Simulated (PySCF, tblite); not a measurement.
# C₄H₇FO₃S: a rotation path, then NMR shifts on frames

Aim: move C₄H₇FO₃S (`CC[C@@]1(F)CO[S@](=O)O1`) away from its starting geometry and see how NMR shifts follow the geometry.

Programs: tblite 0.8.0 and PySCF 2.14.0, with density-fitted response routines of our own. Each step states its level of theory. These are calculated values for one molecule in the gas phase, unless marked as measured. Atoms are numbered from 0 throughout.

**1. Starting geometry**

16 atoms, charge 0, multiplicity 1; geometry from: GFN2-xTB.

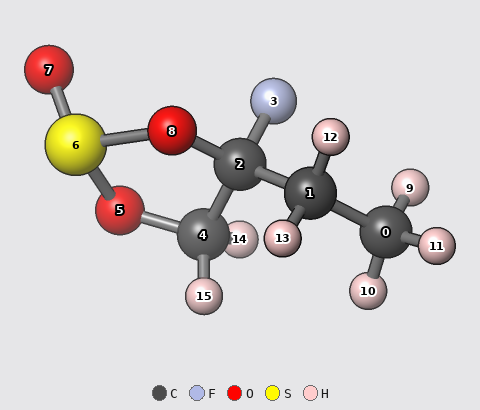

The starting geometry (carbon dark grey, fluorine light blue, oxygen red, sulfur yellow, hydrogen pink), atoms numbered.

**2. A band between two rotamers with GFN2-xTB**

Job settings and geometry (Å):

```
{"job": {"kind": "neb", "xc": "GFN2-xTB", "basis": "xTB", "atoms": [0, 1, 2, 8], "turn": 120}, "charge": 0, "multiplicity": 1}
C     -2.129256     0.097532     0.100784
C     -0.989229    -0.638644     0.793110
C      0.354271    -0.401391     0.108782
F      0.269143    -0.902079    -1.185314
C      0.790456     1.075150     0.009116
O      2.184344     1.069684    -0.028746
S      2.890259    -0.285417     0.654428
O      3.721603    -0.894445    -0.324519
O      1.369532    -1.056617     0.756726
H     -2.166605    -0.174930    -0.950715
H     -2.005666     1.174941     0.178275
H     -3.074500    -0.175241     0.562051
H     -1.170094    -1.714487     0.770779
H     -0.894903    -0.329006     1.834557
H      0.410791     1.532408    -0.907124
H      0.432256     1.631486     0.883883
```

Level: GFN2-xTB climbing-image nudged elastic band, gas phase.

Command:

```sh
$ OMP_NUM_THREADS=1 python probes_run.py task.json out
```

One launch serves the whole session: the jobs run in the order shown.

Standard output:

```text
image   E - E0 / eV
  0      -0.0000
  1       0.0200
  2       0.0660
  3       0.1110
  4       0.1323
  5       0.1211
  6       0.0850
  7       0.0439
  8       0.0211
```

Wall time 2.4 s (1 thread of Intel Xeon Platinum 8488C, shared host).

The final band, with the dihedral C0–C1–C2–O8:

```tsv
image	dihedral (°)	energy (eV)	energy (kcal/mol)
0	179	0.000	0.0
1	193	0.020	0.5
2	207	0.066	1.5
3	222	0.111	2.6
4	237	0.132	3.1
5	253	0.121	2.8
6	268	0.085	2.0
7	283	0.044	1.0
8	299	0.021	0.5
```

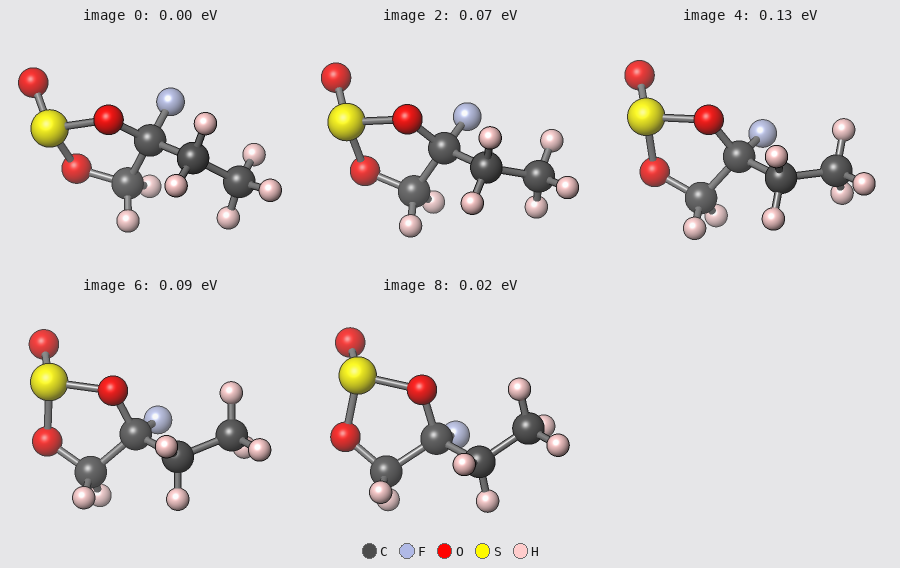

Images along the band.

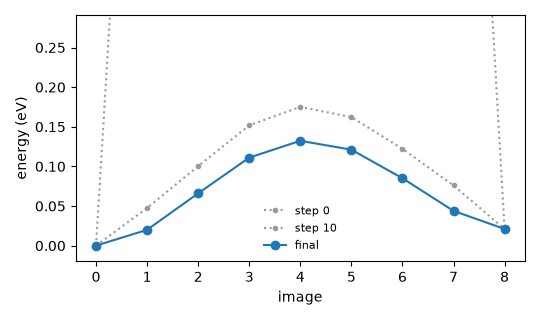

Energy along the band, early and final.

**3. Nuclear shieldings: image 0, PBE0/pcSseg-1**

Job settings and geometry (Å):

```
{"job": {"kind": "nmr", "xc": "PBE0", "basis": "pcSseg-1", "pop": false}, "charge": 0, "multiplicity": 1}
C     -2.129300     0.097500     0.100800
C     -0.989200    -0.638600     0.793100
C      0.354300    -0.401400     0.108800
F      0.269100    -0.902100    -1.185300
C      0.790500     1.075200     0.009100
O      2.184300     1.069700    -0.028700
S      2.890300    -0.285400     0.654400
O      3.721600    -0.894400    -0.324500
O      1.369500    -1.056600     0.756700
H     -2.166600    -0.174900    -0.950700
H     -2.005700     1.174900     0.178300
H     -3.074500    -0.175200     0.562100
H     -1.170100    -1.714500     0.770800
H     -0.894900    -0.329000     1.834600
H      0.410800     1.532400    -0.907100
H      0.432300     1.631500     0.883900
```

Level: GIAO PBE0/pcSseg-1 NMR shielding, non-relativistic, gas phase.

Standard output:

```text
coarse grid: 14656 points
cycle   1  E = -879.2277438086  dE =  1.840e+00  |g| = 1.186e+00  |ddm| = 3.850e+00
cycle   2  E = -878.6111878931  dE =  6.166e-01  |g| = 2.165e+00  |ddm| = 2.331e+00
cycle   3  E = -879.4455180266  dE = -8.343e-01  |g| = 4.361e-01  |ddm| = 1.775e+00
cycle   4  E = -879.4802436725  dE = -3.473e-02  |g| = 9.838e-02  |ddm| = 3.680e-01
cycle   5  E = -879.4817081266  dE = -1.464e-03  |g| = 3.115e-02  |ddm| = 8.225e-02
cycle   6  E = -879.4818965216  dE = -1.884e-04  |g| = 8.191e-03  |ddm| = 2.578e-02
cycle   7  E = -879.4819090065  dE = -1.248e-05  |g| = 2.042e-03  |ddm| = 6.745e-03
cycle   8  E = -879.4819096359  dE = -6.293e-07  |g| = 7.225e-04  |ddm| = 1.796e-03
final grid: 139416 points
cycle   9  E = -879.5760922017  dE = -4.758e-05  |g| = 1.305e-02  |ddm| = 3.187e-02
cycle  10  E = -879.5760627478  dE =  2.945e-05  |g| = 1.825e-02  |ddm| = 2.060e-02
cycle  11  E = -879.5761239277  dE = -6.118e-05  |g| = 1.421e-03  |ddm| = 1.221e-02
cycle  12  E = -879.5761242769  dE = -3.491e-07  |g| = 4.563e-04  |ddm| = 1.389e-03
cycle  13  E = -879.5761243086  dE = -3.170e-08  |g| = 2.279e-04  |ddm| = 4.518e-04
cycle  14  E = -879.5761243175  dE = -8.908e-09  |g| = 5.768e-05  |ddm| = 1.944e-04
cycle  15  E = -879.5761243181  dE = -6.421e-10  |g| = 1.650e-05  |ddm| = 5.415e-05
converged SCF energy = -879.5761243181

GIAO shielding tensors (ppm)
atom      isotropic    diamagn.    paramagn.     s11        s22        s33       span
  0 C      177.062     248.175     -71.114    168.672    174.689    187.825     19.154
  1 C      152.176     248.833     -96.657    135.276    148.819    172.434     37.158
  2 C       65.214     244.292    -179.078     53.733     57.190     84.720     30.987
  3 F      295.118     479.185    -184.067    203.007    322.846    359.502    156.495
  4 C      104.613     249.316    -144.703     71.050    102.773    140.016     68.966
  5 O      146.118     398.495    -252.377     40.814     85.651    311.888    271.074
  6 S      -78.979    1048.676   -1127.655   -348.582    -21.390    133.035    481.617
  7 O        2.503     392.968    -390.465   -246.199     36.862    216.847    463.046
  8 O       72.447     402.331    -329.883    -26.167     72.165    171.344    197.511
  9 H       30.260      30.362      -0.102     25.402     29.447     35.932     10.529
 10 H       30.941      30.599       0.342     26.039     30.224     36.560     10.521
 11 H       30.493      28.009       2.484     25.672     27.486     38.321     12.650
 12 H       29.224      30.404      -1.181     24.492     29.020     34.160      9.667
 13 H       30.179      31.159      -0.980     25.546     29.631     35.358      9.812
 14 H       26.596      30.877      -4.282     22.145     27.154     30.488      8.343
 15 H       27.457      31.033      -3.576     22.247     28.517     31.607      9.360
```

Run time: 28 s. Hardware: 1 thread of Intel Xeon Platinum 8488C, shared host; peak memory 0.85 GiB.

The references, computed at this level on geometries of the same kind, shield at (ppm): 1H TMS 31.72, 13C TMS 186.9, 19F CFCl3 170.9, 17O H2O 336.1, 33S CS2 504. Their shielding less the atom's gives the shift. The references are single molecules in the gas phase, so shifts against H2O, NH3, PH3, H3PO4 or CFCl3 are not on the usual liquid scales and can be off by tens of ppm. Each atom is listed at this fixed geometry, with no averaging over motion; a spectrum would average atoms that exchange fast.

```tsv
atoms	environment	σ (ppm)	δ (ppm)
C2	fully substituted sp3 carbon bonded to F and O	65.2	121.7
C4	sp3 CH2 bonded to O	104.6	82.3
C1	sp3 CH2	152.2	34.7
C0	methyl carbon	177.1	9.9
H14	hydrogen on an sp3 CH2 bonded to O	26.60	5.12
H15	hydrogen on an sp3 CH2 bonded to O	27.46	4.26
H12	hydrogen on an sp3 CH2	29.22	2.49
H13	hydrogen on an sp3 CH2	30.18	1.54
H9	hydrogen on a methyl carbon	30.26	1.46
H11	hydrogen on a methyl carbon	30.49	1.22
H10	hydrogen on a methyl carbon	30.94	0.78
F3	fluorine on an sp3 carbon	295.1	-124.2
O7	S=O oxygen	2.5	333.6
O8	oxygen bonded to C, S, in a 5-membered ring	72.4	263.6
O5	oxygen bonded to C, S, in a 5-membered ring	146.1	190.0
S6	sulfur bonded to 3 O, in a 5-membered ring	-79	583
```

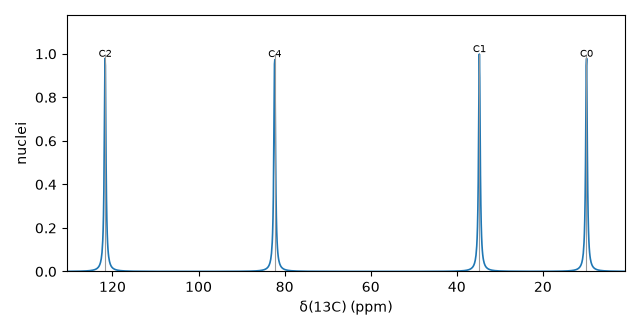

13C lines at the computed shifts, without couplings. Lines are broadened to a width of 0.45 ppm (Lorentzian).

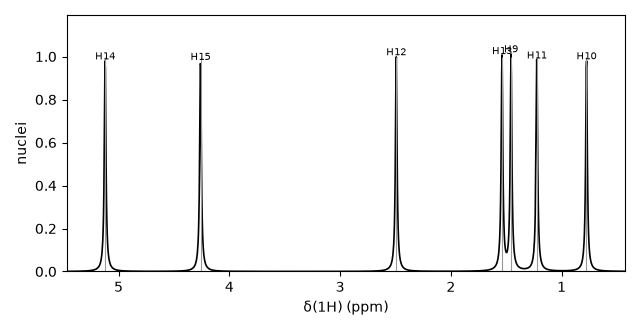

1H lines at the computed shifts, without couplings. Lines are broadened to a width of 0.02 ppm (Lorentzian).

Ring of atoms C2, C4, O5, S6, O8: NICS(0) -8.5, NICS(1) -3.1, NICS(1)zz -5.4 ppm (means of both faces; NICS(1) differs between them: -4.3 and -1.9).

**4. NMR shieldings: image 2, PBE0/pcSseg-1**

Job settings and geometry (Å):

```
{"job": {"kind": "nmr", "xc": "PBE0", "basis": "pcSseg-1", "pop": false}, "charge": 0, "multiplicity": 1}
C     -2.204900    -0.116700    -0.026800
C     -0.999800    -0.473200     0.833400
C      0.335000    -0.266100     0.108700
F      0.170200    -0.551900    -1.239300
C      0.926600     1.155500     0.211800
O      2.309000     1.014500     0.101900
S      2.887500    -0.500600     0.520700
O      3.591400    -1.030500    -0.594900
O      1.296400    -1.109700     0.606500
H     -2.192700    -0.698500    -0.944700
H     -2.203600     0.939700    -0.284200
H     -3.118500    -0.342300     0.516500
H     -1.047100    -1.525700     1.117000
H     -0.984300     0.123000     1.746800
H      0.566400     1.794300    -0.597500
H      0.660800     1.597200     1.180200
```

Level: GIAO PBE0/pcSseg-1 NMR shielding, non-relativistic, gas phase.

Standard output:

```text
coarse grid: 14656 points
cycle   1  E = -879.2241905595  dE =  1.840e+00  |g| = 1.187e+00  |ddm| = 3.850e+00
cycle   2  E = -878.6062313570  dE =  6.180e-01  |g| = 2.167e+00  |ddm| = 2.340e+00
cycle   3  E = -879.4425086676  dE = -8.363e-01  |g| = 4.366e-01  |ddm| = 1.776e+00
cycle   4  E = -879.4773006175  dE = -3.479e-02  |g| = 9.882e-02  |ddm| = 3.688e-01
cycle   5  E = -879.4787846797  dE = -1.484e-03  |g| = 3.087e-02  |ddm| = 8.241e-02
cycle   6  E = -879.4789686115  dE = -1.839e-04  |g| = 8.281e-03  |ddm| = 2.545e-02
cycle   7  E = -879.4789813302  dE = -1.272e-05  |g| = 2.062e-03  |ddm| = 6.761e-03
cycle   8  E = -879.4789819745  dE = -6.443e-07  |g| = 7.268e-04  |ddm| = 1.808e-03
final grid: 139416 points
cycle   9  E = -879.5738807331  dE = -4.790e-05  |g| = 1.246e-02  |ddm| = 2.912e-02
cycle  10  E = -879.5738540816  dE =  2.665e-05  |g| = 1.735e-02  |ddm| = 1.953e-02
cycle  11  E = -879.5739096271  dE = -5.555e-05  |g| = 1.495e-03  |ddm| = 1.172e-02
cycle  12  E = -879.5739100035  dE = -3.764e-07  |g| = 5.185e-04  |ddm| = 1.433e-03
cycle  13  E = -879.5739100432  dE = -3.972e-08  |g| = 2.496e-04  |ddm| = 5.033e-04
cycle  14  E = -879.5739100545  dE = -1.129e-08  |g| = 4.675e-05  |ddm| = 2.067e-04
cycle  15  E = -879.5739100549  dE = -4.068e-10  |g| = 1.783e-05  |ddm| = 4.630e-05
converged SCF energy = -879.5739100549

GIAO shielding tensors (ppm)
atom      isotropic    diamagn.    paramagn.     s11        s22        s33       span
  0 C      175.782     246.795     -71.012    167.406    174.775    185.166     17.760
  1 C      152.127     249.897     -97.769    130.960    150.432    174.990     44.029
  2 C       66.108     243.128    -177.020     54.092     56.370     87.863     33.772
  3 F      297.309     479.424    -182.115    193.020    325.877    373.031    180.011
  4 C      102.287     249.293    -147.006     69.217    101.135    136.509     67.291
  5 O      142.564     398.582    -256.018     32.235     86.160    309.297    277.062
  6 S      -73.961    1048.892   -1122.854   -348.054    -21.670    147.839    495.893
  7 O        4.669     393.312    -388.643   -245.461     41.918    217.550    463.010
  8 O       70.190     402.290    -332.100    -27.943     66.460    172.054    199.996
  9 H       29.984      30.075      -0.090     24.855     29.497     35.601     10.747
 10 H       30.846      30.337       0.509     26.101     29.513     36.924     10.823
 11 H       30.587      27.937       2.650     25.841     27.597     38.323     12.482
 12 H       29.147      30.871      -1.724     23.838     29.739     33.864     10.026
 13 H       30.123      31.588      -1.465     25.758     29.729     34.881      9.123
 14 H       26.509      30.629      -4.120     22.314     26.860     30.353      8.039
 15 H       27.619      30.927      -3.308     22.686     28.406     31.767      9.081
```

Wall time 27 s (1 thread of Intel Xeon Platinum 8488C, shared host); peak memory 0.94 GiB.

This run: δ C2 120.8, C4 84.6, C1 34.8, C0 11.1, H14 5.21, H15 4.10 ppm.

(Part 1 of 2 ends here.)
